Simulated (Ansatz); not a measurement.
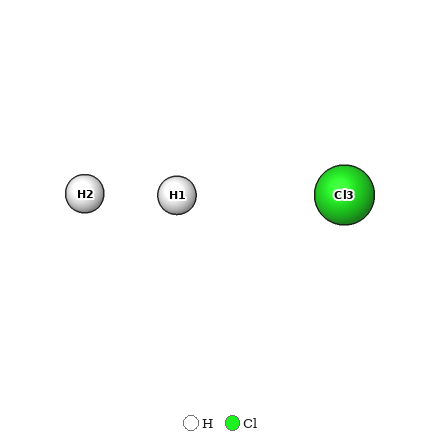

The system is the reacting system ClH₂ (fragments H₂ + Cl where the first distance is long, ClH + H where the second is long), spin multiplicity 2; the picture shows the reference structure. 
- First axis: distance H1–Cl3 (bond that forms). Second axis: distance H1–H2 (bond that breaks).
- Relaxed at each point: all other coordinates.
- The grid has 13 × 13 points.
- Points are written as (first, second).
- Energies: kcal/mol, counted from the lowest grid point.
- In part of the range the unrestricted reference is strongly spin-contaminated.
- The calculation used UKS PBE0-D4/def2-TZVP (Ansatz).

Its coordinates:

```yaml
atoms:
  - { symbol: H, position_ang: [-0.1030, -0.1992, -0.1398] }
  - { symbol: H, position_ang: [-0.5179, -0.9290, -0.6276] }
  - { symbol: Cl, position_ang: [0.6210, 1.1283, 0.7675] }
```

Range: distance H1–Cl3 (bond that forms) from 1.197 to 2.397 Å; distance H1–H2 (bond that breaks) from 0.666 to 2.166 Å.

**Predict the map.**

The lowest grid point is at (2.397 Å, 0.733 Å). It lies in a valley that leaves the map towards separated partners. Other grid points that lie below all their neighbours: (1.702 Å, 0.826 Å) (0.6 kcal/mol higher). The highest grid point, (2.397 Å, 2.166 Å), lies 87 kcal/mol above the lowest. On the interpolated surface the lowest path from the side where the first distance is long, about (2.40 Å, 0.75 Å), to the side where the second distance is long, about (1.28 Å, 2.17 Å), has its top at about (1.39 Å, 1.07 Å), about 2.2 kcal/mol above the start and 2.2 kcal/mol above the end.

```tsv
second ↓, first →	1.197	1.251	1.325	1.409	1.501	1.599	1.702	1.809	1.920	2.035	2.152	2.273	2.397
2.166	3	0	0	5	12	22	33	44	56	66	75	82	87
2.011	3	0	0	4	12	21	32	43	55	65	73	80	85
1.860	3	0	1	4	11	21	31	42	53	63	71	77	82
1.713	4	1	1	4	11	20	30	40	50	59	66	72	76
1.570	5	1	1	4	10	19	28	37	46	54	60	65	69
1.431	6	2	1	4	9	17	25	33	41	47	52	56	59
1.297	7	3	2	3	8	14	21	27	33	38	42	44	46
1.168	10	5	2	3	5	10	15	20	24	27	30	32	33
1.046	13	7	3	2	3	6	9	12	15	17	18	19	20
0.931	18	11	5	2	2	2	3	5	6	7	8	9	9
0.826	26	17	10	5	2	1	1	1	1	1	2	2	2
0.733	37	27	18	11	7	4	2	1	1	0	0	0	0
0.666	50	39	28	20	14	10	8	6	5	4	4	4	3
```

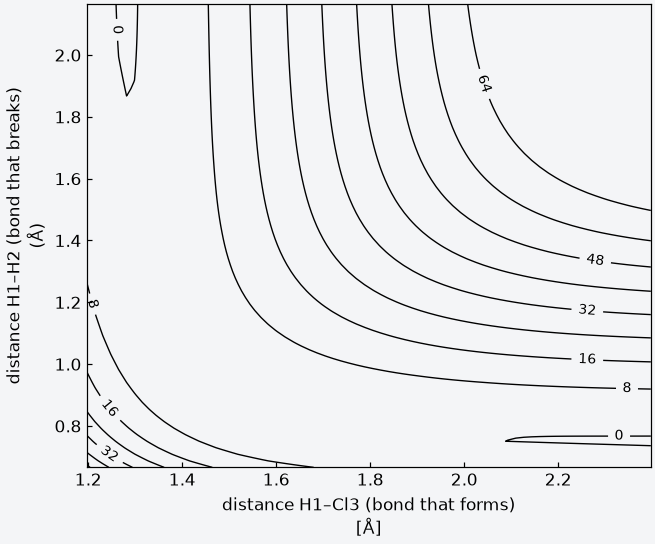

In the figure: contour lines labelled in kcal/mol (none above 64). Between grid points the surface is interpolated.

Each point was launched as `ansatz run input.yaml --threads 1 --pin off --max-ram 2560MiB --backend cpu --events-out ev --progress --plain --runs-dir out`. The whole map (169 points run) took 3.4 min on 1 thread of Arm Neoverse V2, with other jobs on the host.
